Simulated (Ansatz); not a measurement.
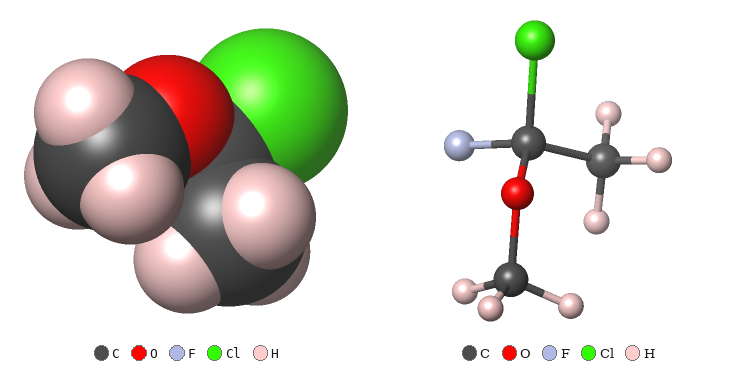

Two views of one molecule.

The computed structure is the end point of a PBE0-D4/def2-TZVP optimisation.

Question: Give the formula.

Answer: C3H6ClFO, 12 atoms: 3 carbon, 6 hydrogen, 1 chlorine, 1 fluorine and 1 oxygen.

Question: Does it have rings?

Answer: It has no ring.

Question: Give a SMILES string for it.

Answer: CO[C@@](C)(F)Cl

Question: What is the point group of this geometry?

Answer: C1.

Question: How many bonds of each kind are drawn?

Answer: 6 C–H, 2 C–O, 1 C–C, 1 C–F, 1 C–Cl.

The parts below concern this one geometry. Atoms keep their numbers from picture to picture.

**Shape**

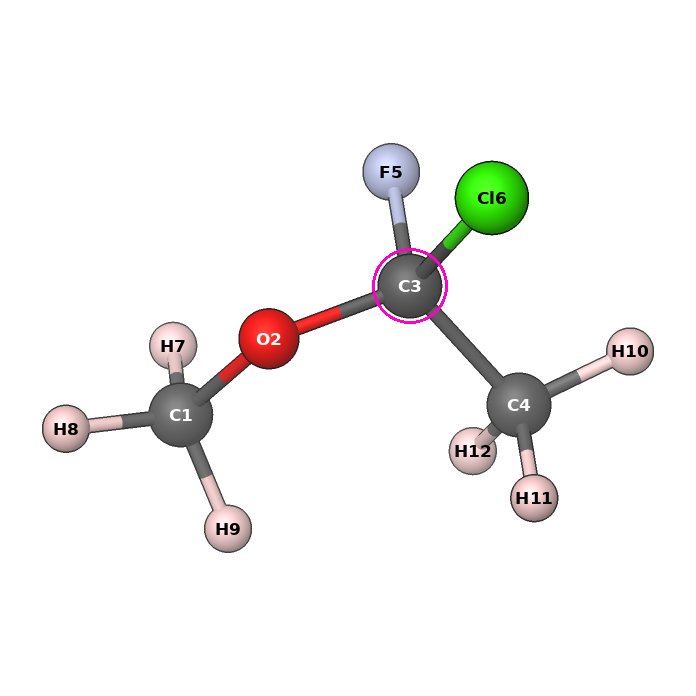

Atoms fade into the background with distance from the viewer. Circles mark the stereogenic atoms.

Question: Give the R/S and E/Z labels.

Answer: C3: S (priorities Cl6 > F5 > O2 > C4).

**Dipole moment**

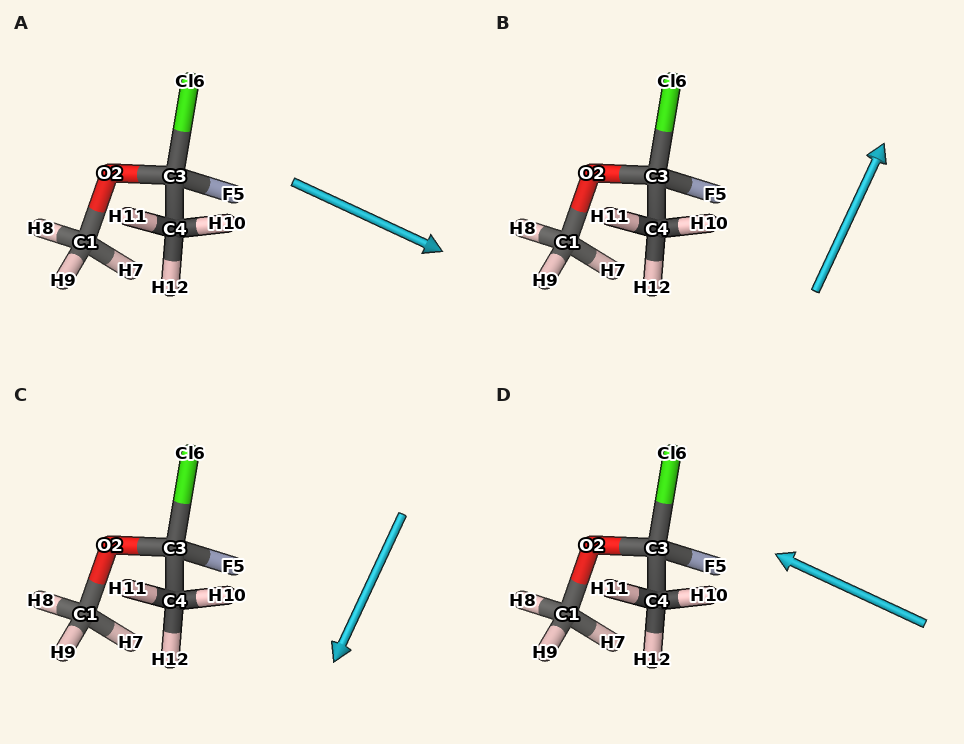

The same molecule four times, each with an arrow. Properties computed with RKS B3LYP-D4/def2-TZVPP (Ansatz 0.2.0).

Question: Which arrow points along the dipole moment, from the negative to the positive end?

Answer: C. The dipole moment is 3.02 D; it points from the side of Cl6 to the side of H9 (the outermost atoms at the two ends).

**Electronic properties**

Method: RKS HSE06 (plane-wave form)-D4/def2-TZVPP (Ansatz 0.2.0).

Computed properties:

- HOMO energy (Kohn–Sham orbital): −8.22 eV
- LUMO energy (Kohn–Sham orbital): 0.37 eV
- HOMO–LUMO gap: 8.58 eV
- dispersion correction: −18.9 kJ/mol

**Charges**

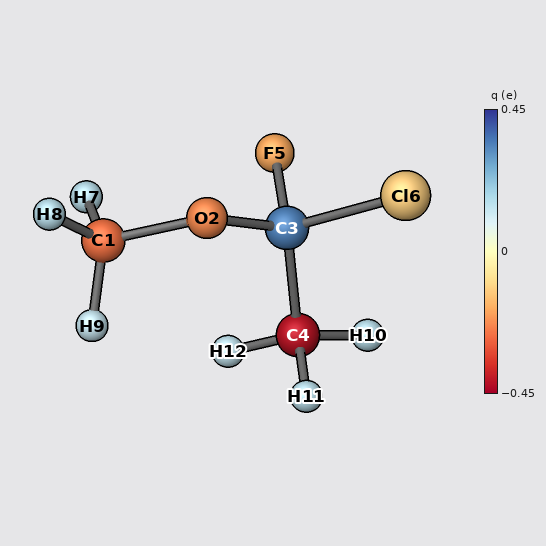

Atoms are coloured by their Mulliken charges. Method: RKS PBE0-D4/def2-TZVP (Ansatz 0.2.0).

Question: Which atom carries the highest charge (most positive or least negative)?

Answer: C3 (0.34 e).

Question: And the lowest?

Answer: C4 (−0.41 e).

List the Mulliken charges.

| atom | value (e) |
| --- | --- |
| C1 | −0.26 |
| O2 | −0.23 |
| C3 | 0.34 |
| C4 | −0.41 |
| F5 | −0.18 |
| Cl6 | −0.12 |
| H7 | 0.15 |
| H8 | 0.15 |
| H9 | 0.13 |
| H10 | 0.15 |
| H11 | 0.14 |
| H12 | 0.14 |

Mulliken values depend strongly on the basis set and can even reverse the polarity of a bond.
